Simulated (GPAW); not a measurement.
# Surface energy and work function of Hf(0001) from slabs of 3 to 12 layers (PBE)

How do energy and work function of Hf(0001) films settle with thickness, and what surface energy follows?

Set-up. GPAW 26.7.0, plane waves at 450 eV with PAW setups; symmetric 1×1 slabs cut at the tabulated lattice constant (two decimals; low-temperature values for the alkali metals), atoms at bulk places, 7.5 Å of vacuum on each side, one in-plane mesh for all thicknesses, Fermi-Dirac smearing of 0.1 eV. Energies are extrapolated to zero smearing and count from the program's reference atoms. Functional PBE. The cell's area is 8.868 Å².

What came out, but for one run:

| layers | energy (eV) | work function (eV) |
| --- | --- | --- |
| 3 | −20.5271 | 4.30 |
| 4 | −28.0139 | 4.37 |
| 5 | −35.5301 | 4.37 |
| 6 | −43.0464 | 4.36 |
| 7 | −50.5610 | 4.36 |
| 8 | −58.0746 | 4.36 |
| 9 | −65.5897 | 4.36 |
| 10 | −73.1041 | 4.36 |
| 11 | −80.6186 | 4.36 |
| 12 | ? | ? |

To predict: What surface energy do these runs give, and what energy and work function should the 12-layer slab have?

A: A slab of n layers has E(n) = nε + 2Aγ once its middle is bulk-like. A line through n = 6 to 11 has the slope ε = −7.5144 eV a layer and the intercept 2Aγ = 2.0403 eV (r.m.s. residual 0.3 meV). So γ = 2.0403 / (2 × 8.868 Å²) = 0.1150 eV/Å² = 1.84 J/m², with a standard error of under 0.01 J/m² from the scatter about the line. For 12 layers: 2.0403 + 12 × (−7.5144) = −88.133 eV; the run gives −88.133 eV, 0.3 meV under the line. The work function has no such law: from 6 to 11 layers it stays at 4.36 eV, and the 12-layer slab gives 4.36 eV. The thinnest slab, 3 layers, lies −0.06 eV from that mean.

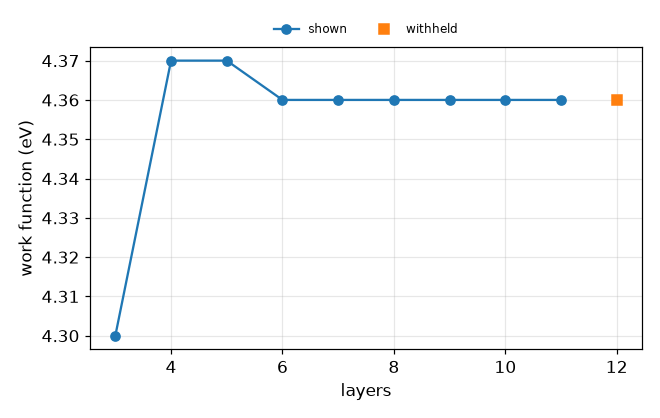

Work function against thickness.

Caveats: The surfaces are unrelaxed, so γ is an upper bound for this functional and lattice constant. The tabulated lattice constant isn't the functional's own, which strains the slab a little. Spin-orbit coupling is left out.
